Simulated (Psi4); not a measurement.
**CH6In− ([InMeH3]-): revPBE/def2-SVP (core potential)**

What is the energy change on altering one bond length of CH6In− ([InMeH3]-) at revPBE/def2-SVP (core potential)? 

The calculation is run with Psi4 1.11.

9 further runs of the same task are left out: 6 that didn't finish, 3 set aside as unsound or not needed.

## Step 1: Starting point

CH6In− has 8 atoms, charge -1, and is taken as a singlet. As SMILES, `[H][In-]([H])([H])[CH3]`. Geometry: a GFN1-xTB relaxation, a rough one for these elements and not checked as a minimum.

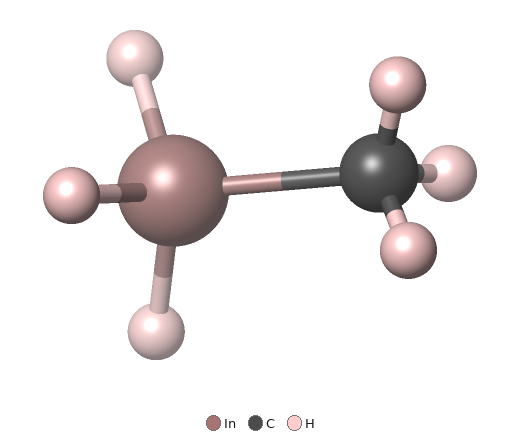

The structure, seen from a chosen angle (indium brown, carbon dark grey, hydrogen pink).

## Step 2: Energy and gradient at revPBE/def2-SVP (core potential)

Input file ch6in.py:

```python
import psi4

psi4.set_memory('1600 MB')
psi4.set_num_threads(1)
psi4.set_output_file('ch6in.out', False)

geom = psi4.geometry("""
-1 1
In
C 1 2.289019
H 2 1.099952 1 113.2896
H 2 1.099987 3 105.37758 1 124.35681
H 2 1.100355 3 105.3844 4 111.14556
H 1 1.763624 2 109.16821 3 177.49336
H 1 1.763498 6 109.73874 2 119.73048
H 1 1.763668 7 109.6625 6 -120.72745
units angstrom
symmetry c1
no_reorient
no_com
""")

options = {'basis': 'def2-SVP', 'puream': True, 'e_convergence': 1e-09, 'd_convergence': 1e-08, 'scf_type': 'pk', 'dft_radial_points': 99, 'dft_spherical_points': 590}
psi4.set_options(options)

e_tot, wfn = psi4.gradient("revpbe", return_wfn=True)
psi4.oeprop(wfn, "DIPOLE", "MULLIKEN_CHARGES", "LOWDIN_CHARGES", title="REVPBE")
print('gradient / Eh bohr^-1')
print(e_tot.np.round(6))
print(f'energy = {wfn.energy():.10f} Eh')
for k, v in sorted(psi4.core.scalar_variables().items()):
    print(f'{k:45s} {v:18.10f}')
```

Run with:

```console
$ python ch6in.py
```

ch6in.out:

```text
[...]
    !!!  WARNING: ECP capability is in beta. Please check occupations closely.  !!!
[...]
  Running in c1 symmetry.
[...]
  Nuclear repulsion =   73.746350830919368
[...]
  Multiplicity = 1
[...]
  Nalpha       = 17
  Nbeta        = 17
[...]
    Number of basis functions: 70
[...]
   @RKS iter   1:  -231.35721049600767   -7.83714e-01   1.25990e-02 ADIIS/DIIS
[...]
   @RKS iter  11:  -231.83187557323134   -3.83693e-12   4.05066e-09 DIIS
[...]
    Orbital Energies [Eh]
    ---------------------
    Doubly Occupied:
       1A     -9.705024     2A     -4.241682     3A     -2.681714
       4A     -2.681705     5A     -2.681073     6A     -0.452346
       7A     -0.449715     8A     -0.449703     9A     -0.442538
      10A     -0.442523    11A     -0.404782    12A     -0.167771
      13A     -0.153560    14A     -0.153506    15A     -0.031677
      16A     -0.031551    17A     -0.023381
[...]
  @RKS Final Energy:  -231.83187557323134
   => Energetics <=
    Nuclear Repulsion Energy =             73.7463508309193685
    One-Electron Energy =                -543.4302454887549629
    Two-Electron Energy =                 262.3774144997238409
    DFT Exchange-Correlation Energy =     -24.5253954151195899
    Empirical Dispersion Energy =           0.0000000000000000
    VV10 Nonlocal Energy =                  0.0000000000000000
    Total Energy =                       -231.8318755732313434
[...]
  -Total Gradient:
     Atom            X                  Y                   Z
    ------   -----------------  -----------------  -----------------
       1       -0.000072144774    -0.000001511958    -0.010148112205
       2       -0.000102272721    -0.000112409933     0.004299331131
       3       -0.000035624306     0.010062501209    -0.000760042323
       4        0.008717913192    -0.004996228525    -0.000758309351
       5       -0.008513964664    -0.004932717806    -0.000613721649
       6        0.000357048731    -0.008951045053     0.002670735475
       7        0.007616735470     0.004811665046     0.002637125235
       8       -0.007967180855     0.004120100742     0.002672518943
[...]
 Multipole Moments:
 ------------------------------------------------------------------------------------
     Multipole            Electronic (a.u.)      Nuclear  (a.u.)        Total (a.u.)
 ------------------------------------------------------------------------------------
 L = 1.  Multiply by 2.5417464519 to convert [e a0] to [Debye]
 Dipole X            :         -0.0002653           -0.0008505           -0.0011157
 Dipole Y            :          0.0029235           -0.0022809            0.0006426
 Dipole Z            :        -21.9023321           22.1855399            0.2832078
 Magnitude           :                                                    0.2832107
[...]
  Mulliken Charges: (a.u.)
   Center  Symbol    Alpha    Beta     Spin     Total
       1    IN    10.51075 10.51075  0.00000 -0.02149
       2     C     3.13199  3.13199  0.00000 -0.26399
       3     H     0.51390  0.51390  0.00000 -0.02780
       4     H     0.51391  0.51391  0.00000 -0.02782
       5     H     0.51392  0.51392  0.00000 -0.02783
       6     H     0.60517  0.60517  0.00000 -0.21033
       7     H     0.60517  0.60517  0.00000 -0.21034
       8     H     0.60520  0.60520  0.00000 -0.21039
   Total alpha = 17.00000, Total beta = 17.00000, Total charge = -1.00000
[...]
```

On the terminal:

```text
gradient / Eh bohr^-1
[[-7.2000e-05 -2.0000e-06 -1.0148e-02]
 [-1.0200e-04 -1.1200e-04  4.2990e-03]
 [-3.6000e-05  1.0063e-02 -7.6000e-04]
 [ 8.7180e-03 -4.9960e-03 -7.5800e-04]
 [-8.5140e-03 -4.9330e-03 -6.1400e-04]
 [ 3.5700e-04 -8.9510e-03  2.6710e-03]
 [ 7.6170e-03  4.8120e-03  2.6370e-03]
 [-7.9670e-03  4.1200e-03  2.6730e-03]]
energy = -231.8318755732 Eh
CURRENT ENERGY                                   -231.8318755732
CURRENT REFERENCE ENERGY                         -231.8318755732
DD SOLVATION ENERGY                                 0.0000000000
DFT FUNCTIONAL TOTAL ENERGY                      -231.8318755732
DFT TOTAL ENERGY                                 -231.8318755732
DFT VV10 ENERGY                                     0.0000000000
DFT XC ENERGY                                     -24.5253954151
GRID ELECTRONS ALPHA                               16.9999997789
GRID ELECTRONS BETA                                16.9999997789
GRID ELECTRONS TOTAL                               33.9999995577
NUCLEAR REPULSION ENERGY                           73.7463508309
ONE-ELECTRON ENERGY                              -543.4302454888
PCM POLARIZATION ENERGY                             0.0000000000
PE ENERGY                                           0.0000000000
SCF ITERATION ENERGY                             -231.8318755732
SCF ITERATIONS                                     11.0000000000
SCF TOTAL ENERGY                                 -231.8318755732
TWO-ELECTRON ENERGY                               262.3774144997
XC GRID RADIAL POINTS                              99.0000000000
XC GRID SPHERICAL POINTS                          590.0000000000
XC GRID TOTAL POINTS                           445620.0000000000
```

Run time: 12 s. Hardware: 1 thread of Intel Xeon 6975P-C (Granite Rapids), shared host; peak memory 1.1 GiB.

## Step 3: The distorted shape

Input file ch6in.dat:

```
memory 1600 mb

molecule mol {
  -1 1
  In    -0.002325     0.006638    -1.776946
  C      0.001900    -0.004620     1.198730
  H     -1.006230     0.050170     1.635270
  H      0.555220     0.839750     1.635590
  H      0.458590    -0.907510     1.631170
  H      1.662575    -0.011392    -2.358456
  H     -0.818435     1.460218    -2.352266
  H     -0.855185    -1.422852    -2.359796
  symmetry c1
}

set {
  basis def2-SVP
  reference rks
  puream true
  e_convergence 1e-09
  d_convergence 1e-08
  scf_type pk
  dft_radial_points 99
  dft_spherical_points 590
}

gradient('revpbe')
```

Run with:

```console
$ psi4 ch6in.dat ch6in.out -n 1
```

ch6in.out (excerpt; [...] marks lines left out):

```text
[...]
    !!!  WARNING: ECP capability is in beta. Please check occupations closely.  !!!
[...]
  Running in c1 symmetry.
[...]
  Nuclear repulsion =   64.301701266564550
[...]
  Multiplicity = 1
[...]
  Nalpha       = 17
  Nbeta        = 17
[...]
    Number of basis functions: 70
[...]
   @RKS iter   1:  -231.35922669262399   -9.10705e-01   1.19574e-02 ADIIS/DIIS
[...]
   @RKS iter  12:  -231.80016058092312   -1.96110e-12   6.05786e-09 DIIS
[...]
  @RKS Final Energy:  -231.80016058092312
   => Energetics <=
    Nuclear Repulsion Energy =             64.3017012665645495
    One-Electron Energy =                -524.0740644615901829
    Two-Electron Energy =                 252.4345884419518597
    DFT Exchange-Correlation Energy =     -24.4623858278493636
    Empirical Dispersion Energy =           0.0000000000000000
    VV10 Nonlocal Energy =                  0.0000000000000000
    Total Energy =                       -231.8001605809231194
[...]
 Multipole Moments:
 ------------------------------------------------------------------------------------
     Multipole            Electronic (a.u.)      Nuclear  (a.u.)        Total (a.u.)
 ------------------------------------------------------------------------------------
 L = 1.  Multiply by 2.5417464519 to convert [e a0] to [Debye]
 Dipole X            :         -0.0390119            0.0389809           -0.0000310
 Dipole Y            :          0.1118288           -0.1088363            0.0029925
 Dipole Z            :        -29.5884664           29.0251576           -0.5633088
 Magnitude           :                                                    0.5633167
[...]
  -Total Gradient:
     Atom            X                  Y                   Z
    ------   -----------------  -----------------  -----------------
       1       -0.000034909178     0.000164760954    -0.027692347140
       2       -0.000080700104     0.000044622021     0.023389065452
       3        0.011746717496    -0.000644107288     0.002164438622
       4       -0.006418714946    -0.009842829754     0.002164129388
       5       -0.005196041710     0.010294358226     0.002348633224
       6       -0.008072442607     0.000123272287    -0.000774764619
       7        0.003962645864    -0.007110147072    -0.000832107697
       8        0.004093769110     0.006969580107    -0.000765673400
[...]
```

Run time: 13 s. Hardware: 1 thread of Intel Xeon 6975P-C (Granite Rapids), shared host; peak memory 0.99 GiB.

## Step 4: Outcome

At revPBE/def2-SVP (core potential):

| quantity | value |
| --- | --- |
| first shape: total energy | -231.83188 Eh |
| first shape: HOMO energy | -0.64 eV |
| first shape: LUMO energy | 4.84 eV |
| first shape: HOMO–LUMO gap (to an unbound level, set by the basis) | 5.48 eV |
| first shape: largest force on an atom | 0.522 eV/Å |
| distorted shape: total energy | -231.80016 Eh |
| distorted shape: HOMO energy | 0.05 eV |
| distorted shape: LUMO energy | 3.69 eV |
| distorted shape: HOMO–LUMO gap (to an unbound level, set by the basis) | 3.64 eV |
| distorted shape: largest force on an atom | 1.424 eV/Å |
| energy change with the In1–C2 bond stretched from 2.289 to 2.976 Å | 0.863 eV |

In words: With the In1–C2 bond stretched from 2.289 to 2.976 Å the energy rises by 0.86 eV (83.3 kJ/mol). The first shape isn't relaxed at this level, so the change isn't measured from a minimum. The largest force (first shape) is 0.52 eV/Å: the shape isn't a stationary point for this species at this level. Mulliken charges (first shape) run from -0.26 on C2 to -0.02 on In1; they depend strongly on the basis. The HOMO (distorted shape) lies at positive energy, 0.05 eV, as semi-local functionals often give for anions; only total energies tell whether the electron is bound.
